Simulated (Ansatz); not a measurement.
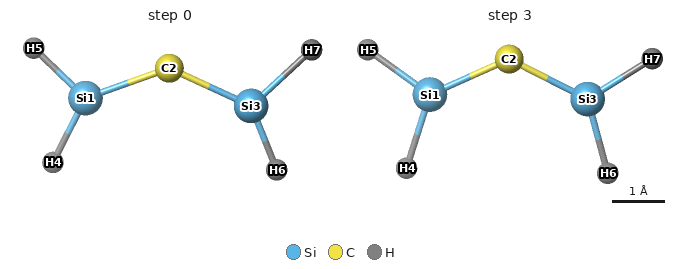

The structure of CH₄Si₂ before (left) and after (right) a relaxation, at one scale.

Style: ball-and-stick. Shown face on.

Computed with Ansatz, RKS PBE-D4/def2-SVPD.

Input file:
```yaml
crystal:
  periodic: [false, false, false]
  atoms:
    - {symbol: Si, position_ang: [-1.328547, 0.370693, -0.838184]}
    - {symbol: C, position_ang: [0.389144, 0.224661, -0.475482]}
    - {symbol: Si, position_ang: [1.300552, -0.363622, 0.907385]}
    - {symbol: H, position_ang: [-2.567149, 0.218273, -0.136021]}
    - {symbol: H, position_ang: [-1.662028, 0.670889, -2.167990]}
    - {symbol: H, position_ang: [1.022978, -0.747585, 2.173783]}
    - {symbol: H, position_ang: [2.875010, -0.501847, 0.580906]}
basis:
  gaussian: {orbitals: def2-SVPD}
hamiltonian: {xc: pbe, dispersion: d4}
relax: {f_tol: 0.2, max_steps: 5, max_displacement: 0.5}
```

Run as
```bash
ansatz run in.yaml --threads 2 --pin off --events-out ev --progress --plain --max-ram 3481MiB
```

Describe what moved and what it gained.

Answer. The relaxation stopped without meeting its thresholds, so the last structure isn't shown to be converged. The energy falls by 64.8 kJ/mol in 3 geometry steps. The largest force component goes from 4.9 to 0.23 eV/Å. The atom that moves furthest after the best rigid fit is H4 (0.29 Å). By element the largest moves are H 0.29 Å, C 0.18 Å, Si 0.15 Å. Among the contacts that change: Si3–H6 1.352 → 1.518 Å, Si3–H7 1.614 → 1.496 Å, Si1–H5 1.403 → 1.502 Å, Si1–H4 1.432 → 1.528 Å. Bond angles that change, for instance: C2–Si3–H7 112.0° → 120.0°, Si1–C2–Si3 134.1° → 126.9°, C2–Si1–H4 137.2° → 132.6°. The run took 7 s on 2 threads of Arm Neoverse V2, with other jobs on the host.
